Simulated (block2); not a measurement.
# GaBr (SMILES [Ga][Br]): DMRG/ANO-RCC-MB

What is the energy change on altering one bond length of GaBr at DMRG/ANO-RCC-MB? 

The calculation is run with block2 0.5.4.

1 further run of the same task is left out (it didn't finish). Runs told in other sessions of the task aren't counted.

## 1. The molecule

The species is GaBr (2 atoms), meant as a singlet with charge 0. SMILES: `[Ga][Br]`. The shape is that of a PBE0-D4/def2-TZVP optimisation.

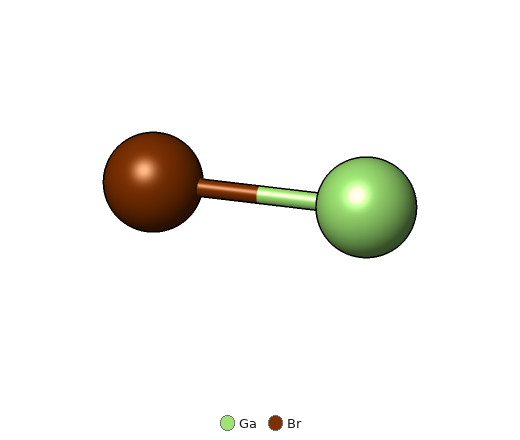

The structure, seen from a chosen angle (gallium green, bromine brown).

## 2. A single-point energy at DMRG/ANO-RCC-MB

File prepare.py:

```python
from pyscf import ao2mo, cc, dft, gto, mcscf, mp, scf
from pyscf.tools import fcidump

mol = gto.M(atom="mol.xyz", basis="ano-rcc-mb", charge=0, verbose=3)
print("nao: %d" % (mol.nao))
mf = scf.RHF(mol)
mf.conv_tol = 1e-10
mf.max_cycle = 200
mf.kernel()
if not mf.converged:
    mf = mf.newton().run(mf.mo_coeff, mf.mo_occ)
print(f"E(SCF): {mf.e_tot:.10f}")
ref = mf
pt = mp.MP2(ref, frozen=18).run()
mycc = cc.CCSD(ref, frozen=18)
mycc.max_cycle = 150
mycc.kernel()
print(f"E(MP2): {pt.e_tot:.10f}")
if mycc.converged:
    print("CCSD total energy: %.10f" % (mycc.e_tot))
    print("CCSD(T) total energy: %.10f" % (mycc.e_tot + mycc.ccsd_t()))
    print("T1: %.4f" % (mycc.get_t1_diagnostic()))
ks = dft.RKS(mol, xc="b3lyp").set(conv_tol=1e-9, verbose=3).run()
if ks.converged:
    print("E(B3LYP): %.8f" % (ks.e_tot))
ks = dft.RKS(mol, xc="hse06").set(conv_tol=1e-9, verbose=3).run()
if ks.converged:
    print("E(HSE06): %.8f" % (ks.e_tot))
ks = dft.RKS(mol, xc="wb97x").set(conv_tol=1e-9, verbose=3).run()
if ks.converged:
    print(f"E(wB97X): {ks.e_tot:.8f}")
ks = dft.RKS(mol, xc="lda,vwn5").set(conv_tol=1e-9, verbose=3).run()
if ks.converged:
    print(f"E(SVWN5): {ks.e_tot:.8f}")
ks = dft.RKS(mol, xc="revpbe").set(conv_tol=1e-9, verbose=3).run()
if ks.converged:
    print("E(revPBE): %.8f" % (ks.e_tot))
occ_no, mo = mcscf.addons.make_natural_orbitals(cc.CCSD(mf, frozen=18).run())
mf.mo_coeff = mo
cas = mcscf.CASCI(mf, 18, 30)
h1, ecore = cas.get_h1eff()
fcidump.from_integrals("FCIDUMP", h1, cas.get_h2eff(), 18, 30, nuc=ecore, ms=0)
ci = mcscf.CASCI(mf, 18, (15, 15))
ci.fix_spin_(ss=0)
ci.fcisolver.conv_tol = 1e-10
ci.fcisolver.max_cycle = 200
ci.kernel()
print(f"E(FCI): {ci.e_tot:.10f}")
```

File dmrg.conf:

```
sym c1
orbitals FCIDUMP
nelec 30
spin 0
irrep 1
occ 2 2 2 2 2 2 2 2 2 2 2 2 2 2 2 0 0 0
cbias 0.3
schedule
0 100 1E-08 1E-04
2 150 1E-08 1E-04
6 200 1E-08 1E-05
10 200 1E-09 0.0
end
maxiter 16
sweep_tol 1E-07
fiedler
mem 2g
num_thrds 1
prefix ./tmp
outputlevel 2
onepdm
```

Run with:

```bash
$ python prepare.py && block2main dmrg.conf
```

Log:

```text
$ python prepare.py
nao: 36
converged SCF energy = -4462.58501866286
E(SCF): -4462.5850186629
E(RMP2) = -4462.61054647374  E_corr = -0.0255278108797011
E(SCS-RMP2) = -4462.61278533815  E_corr = -0.0277666752900646
E(CCSD) = -4462.621395674446  E_corr = -0.03637701158619663
E(MP2): -4462.6105464737
CCSD total energy: -4462.6213956744
CCSD(T) correction = -0.00173303209140625
CCSD(T) total energy: -4462.6231287065
T1: 0.0092
converged SCF energy = -4466.16687662452
E(B3LYP): -4466.16687662
converged SCF energy = -4465.52719110067
E(HSE06): -4465.52719110
converged SCF energy = -4466.19869720112
E(wB97X): -4466.19869720
converged SCF energy = -4459.19831522624
E(SVWN5): -4459.19831523
converged SCF energy = -4465.79118407229
E(revPBE): -4465.79118407
E(CCSD) = -4462.621395674446  E_corr = -0.03637701158619663
CASCI E = -4462.62351953082  E(CI) = -282.122879074203  S^2 = 0.0000000
E(FCI): -4462.6235195308

$ block2main dmrg.conf

[... 79 lines left out ...]
 --> Site =    9-  10 .. Mmps =  100 Ndav =  12 E =  -4462.6165293664 Error = 2.96e-09 FLOPS = 2.70e+09 Tdav = 0.22 T = 0.40
[... 45 lines left out ...]
 --> Site =    3-   4 .. Mmps =   72 Ndav =   1 E =  -4462.6235057800 Error = 1.96e-14 FLOPS = 2.05e+09 Tdav = 0.00 T = 0.03
[... 36 lines left out ...]
 <-- Site =    2-   3 .. Mmps =  144 Ndav =   1 E =  -4462.6235188577 Error = 3.02e-14 FLOPS = 1.76e+09 Tdav = 0.00 T = 0.05
[... 45 lines left out ...]
 <-- Site =    8-   9 .. Mmps =  150 Ndav =   3 E =  -4462.6235192350 Error = 6.62e-09 FLOPS = 3.78e+09 Tdav = 0.46 T = 0.89
[... 45 lines left out ...]
 <-- Site =   14-  15 .. Mmps =   26 Ndav =   1 E =  -4462.6235195156 Error = 1.28e-14 FLOPS = 1.56e+09 Tdav = 0.00 T = 0.02
[... 36 lines left out ...]
 --> Site =   13-  14 .. Mmps =  145 Ndav =   1 E =  -4462.6235195192 Error = 1.21e-13 FLOPS = 1.99e+09 Tdav = 0.01 T = 0.11
[... 45 lines left out ...]
 --> Site =    7-   8 .. Mmps =  200 Ndav =   2 E =  -4462.6235195285 Error = 1.37e-11 FLOPS = 4.08e+09 Tdav = 0.67 T = 0.95
[... 74 lines left out ...]
 <-- Site =    5-   6 .. Nterms =           25 Error =  0.000000000000/ 0.000000000000 FLOPS = 3.26e+09 Tmult = 0.00 T = 0.04
 <-- Site =    4-   5 .. Nterms =           27 Error =  0.000000000000/ 0.000000000000 FLOPS = 2.41e+09 Tmult = 0.00 T = 0.04
 <-- Site =    3-   4 .. Nterms =           29 Error =  0.000000000000/ 0.000000000000 FLOPS = 2.21e+09 Tmult = 0.00 T = 0.04
 <-- Site =    2-   3 .. Nterms =           31 Error =  0.000000000000/ 0.000000000000 FLOPS = 1.43e+09 Tmult = 0.00 T = 0.03
 <-- Site =    1-   2 .. Nterms =           33 Error =  0.000000000000/ 0.000000000000 FLOPS = 8.23e+08 Tmult = 0.00 T = 0.01
 <-- Site =    0-   1 .. Nterms =           35 Error =  0.000000000000/ 0.000000000000 FLOPS = 1.79e+08 Tmult = 0.00 T = 0.01
[... 7 lines left out ...]
NPDM Sorting | Nsites =    18 | Nmaxops =  2 | DotSite = 2 | SymbolFree = T | Compressed = T | LowMem = F | Mem = 2.53 KB
 Site =     0 ..  T = 0.000
 Site =     1 ..  T = 0.000
 Site =     2 ..  T = 0.000
 Site =     3 ..  T = 0.000
 Site =     4 ..  T = 0.000
 Site =     5 ..  T = 0.000
 Site =     6 ..  T = 0.000
 Site =     7 ..  T = 0.000
 Site =     8 ..  T = 0.000
 Site =     9 ..  T = 0.000
 Site =    10 ..  T = 0.000
 Site =    11 ..  T = 0.000
 Site =    12 ..  T = 0.000
 Site =    13 ..  T = 0.000
 Site =    14 ..  T = 0.000
 Site =    15 ..  T = 0.000
 Site =    16 ..  T = 0.000
Ttotal =      0.001

DMRG OCC =   2.000 2.000 2.000 2.000 2.000 2.000 2.000 2.000 2.000 2.000 2.000 1.988 1.988 1.983 1.919 0.046 0.046 0.031
```

It took 3.7 min on 1 thread of Arm Neoverse V1, shared host; peak memory 0.33 GiB.

## 3. The distorted shape: the energy at DMRG/ANO-RCC-MB

File integrals.py:

```python
from pyscf import ao2mo, cc, dft, gto, mcscf, mp, scf
from pyscf.tools import fcidump

geom = "mol.xyz"
mol = gto.M(
    atom=geom,
    basis="ano-rcc-mb",
    charge=0,
    spin=0,
    verbose=3,
    max_memory=2000,
)
print("nao = %d" % (mol.nao))
mf = scf.RHF(mol)
mf.conv_tol = 1e-10
mf.max_cycle = 200
mf.kernel()
if not mf.converged:
    mf = mf.newton().run(mf.mo_coeff, mf.mo_occ)
print("reference energy = %.10f" % (mf.e_tot))
ref = mf
pt = mp.MP2(ref, frozen=18).run()
mycc = cc.CCSD(ref, frozen=18)
mycc.max_cycle = 150
mycc.kernel()
print("MP2 total energy = %.10f" % (pt.e_tot))
if mycc.converged:
    print("E(CCSD) = %.10f" % (mycc.e_tot))
    print("CCSD(T) total energy = %.10f" % (mycc.e_tot + mycc.ccsd_t()))
    print(f"T1 diagnostic = {mycc.get_t1_diagnostic():.4f}")
ks = dft.RKS(mol, xc="b3lyp").set(conv_tol=1e-9, verbose=3).run()
if ks.converged:
    print("E(B3LYP) = %.8f" % (ks.e_tot))
ks = dft.RKS(mol, xc="hse06").set(conv_tol=1e-9, verbose=3).run()
if ks.converged:
    print("E(HSE06) = %.8f" % (ks.e_tot))
ks = dft.RKS(mol, xc="wb97x").set(conv_tol=1e-9, verbose=3).run()
if ks.converged:
    print(f"E(wB97X) = {ks.e_tot:.8f}")
ks = dft.RKS(mol, xc="lda,vwn5").set(conv_tol=1e-9, verbose=3).run()
if ks.converged:
    print("E(SVWN5) = %.8f" % (ks.e_tot))
ks = dft.RKS(mol, xc="revpbe").set(conv_tol=1e-9, verbose=3).run()
if ks.converged:
    print("E(revPBE) = %.8f" % (ks.e_tot))
occ_no, mo = mcscf.addons.make_natural_orbitals(mp.MP2(mf, frozen=18).run())
mf.mo_coeff = mo
cas = mcscf.CASCI(mf, 18, 30)
h1, ecore = cas.get_h1eff()
fcidump.from_integrals("FCIDUMP", h1, cas.get_h2eff(), 18, 30, nuc=ecore, ms=0)
ci = mcscf.CASCI(mf, 18, (15, 15))
ci.fix_spin_(ss=0)
ci.fcisolver.conv_tol = 1e-10
ci.fcisolver.max_cycle = 200
ci.kernel()
print("FCI energy = %.10f" % (ci.e_tot))
```

File block.conf:

```
sym c1
orbitals FCIDUMP
nelec 30
spin 0
irrep 1
occ 2 2 2 2 2 2 2 2 2 2 2 2 2 2 2 0 0 0
cbias 0.2
schedule
0 100 1E-07 1E-04
3 200 1E-07 1E-04
5 400 1E-07 1E-05
7 400 1E-08 0.0
end
maxiter 13
sweep_tol 1E-06
gaopt default
mem 1g
num_thrds 1
prefix ./tmp
outputlevel 2
onepdm
```

Run with:

```bash
$ python integrals.py && block2main block.conf
```

Log:

```text
$ python integrals.py
nao = 36
converged SCF energy = -4462.58446851199
reference energy = -4462.5844685120
E(RMP2) = -4462.61028137341  E_corr = -0.0258128614164532
E(SCS-RMP2) = -4462.61302344266  E_corr = -0.0285549306631964
E(CCSD) = -4462.621810899222  E_corr = -0.03734238722702939
MP2 total energy = -4462.6102813734
E(CCSD) = -4462.6218108992
CCSD(T) correction = -0.00207945168478941
CCSD(T) total energy = -4462.6238903509
T1 diagnostic = 0.0110
converged SCF energy = -4466.16857245729
E(B3LYP) = -4466.16857246
converged SCF energy = -4465.52694066524
E(HSE06) = -4465.52694067
converged SCF energy = -4466.19654783125
E(wB97X) = -4466.19654783
converged SCF energy = -4459.19555084392
E(SVWN5) = -4459.19555084
converged SCF energy = -4465.79450831753
E(revPBE) = -4465.79450832
E(RMP2) = -4462.61028137341  E_corr = -0.0258128614164532
E(SCS-RMP2) = -4462.61302344266  E_corr = -0.0285549306631964
CASCI E = -4462.62451427025  E(CI) = -275.704302814694  S^2 = 0.0000000
FCI energy = -4462.6245142702

$ block2main block.conf

[... 77 lines left out ...]
 --> Site =    7-   8 .. Mmps =  100 Ndav =   7 E =  -4462.6099905145 Error = 3.03e-09 FLOPS = 3.51e+09 Tdav = 0.40 T = 0.52
[... 29 lines left out ...]
 <-- Site =    5-   6 .. Mmps =  100 Ndav =   3 E =  -4462.6245137896 Error = 2.02e-08 FLOPS = 3.41e+09 Tdav = 0.08 T = 0.16
[... 29 lines left out ...]
 --> Site =   15-  16 .. Mmps =   40 Ndav =   1 E =  -4462.6245133380 Error = 1.74e-15 FLOPS = 9.39e+08 Tdav = 0.00 T = 0.01
[... 38 lines left out ...]
 --> Site =    2-   3 .. Mmps =   29 Ndav =   1 E =  -4462.6245142309 Error = 1.18e-14 FLOPS = 1.82e+09 Tdav = 0.01 T = 0.04
[... 29 lines left out ...]
 <-- Site =   10-  11 .. Mmps =  162 Ndav =   1 E =  -4462.6245142223 Error = 1.40e-13 FLOPS = 3.49e+09 Tdav = 0.08 T = 0.21
[... 29 lines left out ...]
 --> Site =   10-  11 .. Mmps =  294 Ndav =   1 E =  -4462.6245142514 Error = 3.72e-13 FLOPS = 3.67e+09 Tdav = 0.27 T = 1.39
[... 29 lines left out ...]
 <-- Site =    2-   3 .. Mmps =   29 Ndav =   1 E =  -4462.6245142682 Error = 6.98e-20 FLOPS = 1.45e+09 Tdav = 0.00 T = 0.02
[... 67 lines left out ...]
 --> Site =   11-  12 .. Nterms =           13 Error =  0.000000000000/ 0.000000000000 FLOPS = 2.45e+09 Tmult = 0.00 T = 0.02
 --> Site =   12-  13 .. Nterms =           11 Error =  0.000000000000/ 0.000000000000 FLOPS = 1.43e+09 Tmult = 0.00 T = 0.01
 --> Site =   13-  14 .. Nterms =            9 Error =  0.000000000000/ 0.000000000000 FLOPS = 5.79e+08 Tmult = 0.00 T = 0.01
 --> Site =   14-  15 .. Nterms =            7 Error =  0.000000000000/ 0.000000000000 FLOPS = 1.90e+08 Tmult = 0.00 T = 0.00
 --> Site =   15-  16 .. Nterms =            5 Error =  0.000000000000/ 0.000000000000 FLOPS = 8.07e+07 Tmult = 0.00 T = 0.00
 --> Site =   16-  17 .. Nterms =            4 Error =  0.000000000000/ 0.000000000000 FLOPS = 2.04e+07 Tmult = 0.00 T = 0.00
[... 7 lines left out ...]
NPDM Sorting | Nsites =    18 | Nmaxops =  2 | DotSite = 2 | SymbolFree = T | Compressed = T | LowMem = F | Mem = 2.53 KB
 Site =     0 ..  T = 0.000
 Site =     1 ..  T = 0.000
 Site =     2 ..  T = 0.000
 Site =     3 ..  T = 0.000
 Site =     4 ..  T = 0.000
 Site =     5 ..  T = 0.000
 Site =     6 ..  T = 0.000
 Site =     7 ..  T = 0.000
 Site =     8 ..  T = 0.000
 Site =     9 ..  T = 0.000
 Site =    10 ..  T = 0.000
 Site =    11 ..  T = 0.000
 Site =    12 ..  T = 0.000
 Site =    13 ..  T = 0.000
 Site =    14 ..  T = 0.000
 Site =    15 ..  T = 0.000
 Site =    16 ..  T = 0.000
Ttotal =      0.001

DMRG OCC =   2.000 2.000 2.000 2.000 2.000 2.000 2.000 2.000 2.000 2.000 2.000 1.985 1.985 1.971 1.916 0.049 0.048 0.048
```

It took 3.9 min on 1 thread of Arm Neoverse V1, shared host; peak memory 0.51 GiB.

## 4. Results

Level: DMRG/ANO-RCC-MB, 18 core orbitals frozen.

| quantity | value |
| --- | --- |
| run 1, DMRG/ANO-RCC-MB: total energy | -4462.62352 Eh |
| run 1, DMRG/ANO-RCC-MB: T1 diagnostic of the CCSD step | 0.009 |
| distorted shape: total energy | -4462.62451 Eh |
| distorted shape: T1 diagnostic of the CCSD step | 0.011 |
| energy change with the Ga1–Br2 bond stretched from 2.374 to 2.730 Å | -0.027 eV |

**Reading.** With the Ga1–Br2 bond stretched from 2.374 to 2.730 Å the energy falls by 0.03 eV (0.6 kcal/mol). The first shape isn't relaxed at this level, so the change isn't measured from a minimum. The minimal basis adds a large error of its own. The basis (run 1, DMRG/ANO-RCC-MB) was made for a relativistic Hamiltonian, but the run is non-relativistic. The basis (distorted shape) was made for a relativistic Hamiltonian, but the run is non-relativistic.
